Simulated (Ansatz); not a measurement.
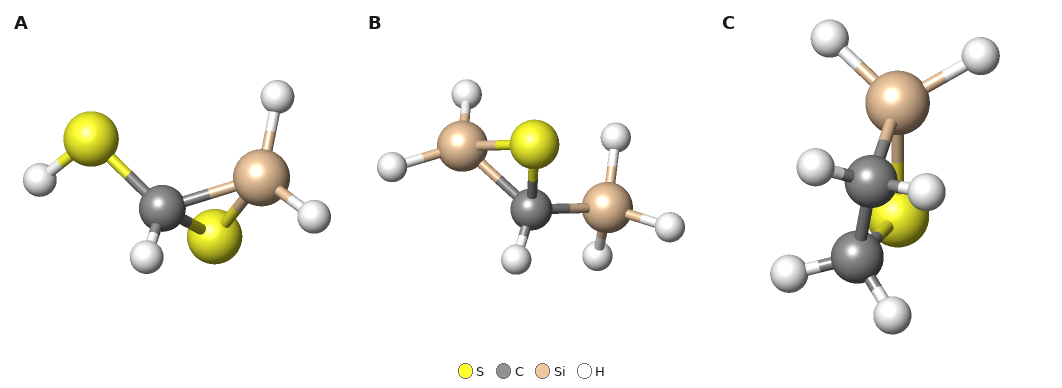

(Drawn from a calculation with Ansatz.)

Match each picture to its SMILES.
(1) [SiH3][C@@H]1[SiH2]S1
(2) C1CS[SiH2]1
(3) S[C@@H]1[SiH2]S1

Answer. A is (3), B is (1), C is (2).
